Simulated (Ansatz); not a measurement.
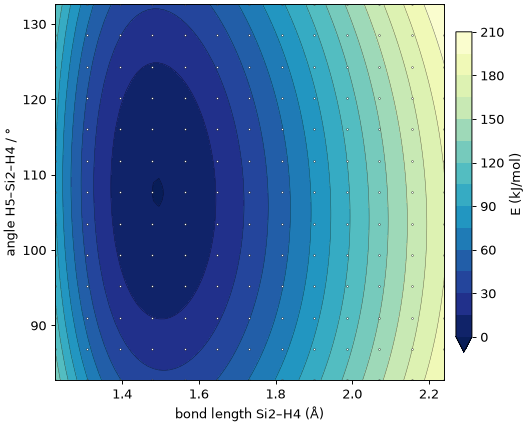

AlH₄Si, SMILES [AlH][SiH3], spin multiplicity 2. The first coordinate is: bond length Si2–H4; the second: angle H5–Si2–H4. Nothing is relaxed (all other coordinates rigid). The grid has 13 × 13 points. Points are written as (first, second). All energies are given in kJ/mol relative to the lowest grid point. The calculation used Ansatz, UKS PBE0-D4/def2-TZVP.

In the figure: filled contours, dots at the grid points. Between grid points the surface is interpolated.

The lowest grid point is at (1.478 Å, 107.7°). It is the only kind of minimum in the scanned range. The highest grid point, (2.240 Å, 132.7°), lies 210 kJ/mol above the lowest. Round the minimum the two coordinates are weakly coupled (coupling 0.05 in units of the two stiffnesses).

The level of theory is changed to UKS PBE-D4/def2-TZVP (Ansatz); with it change the reference geometry, relaxed at the new level; the new grid has 15 × 15 points.

**How does the landscape change?**

The minimum (interpolated where it lies between grid points) moves from about (1.493 Å, 108°) to about (1.503 Å, 108°). The curvature at the minimum changes by less than a tenth (about 16) eV/Å² along bond length Si2–H4 and by less than a tenth (about 3.3) eV/rad² along angle H5–Si2–H4.

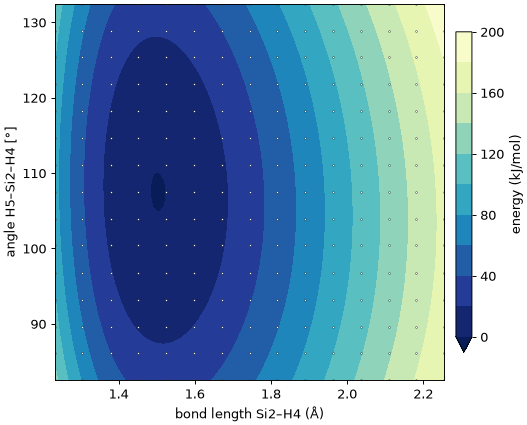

The map after the change, on a colour scale of its own. The picture shows filled contours, dots at the grid points. Between grid points the surface is interpolated.
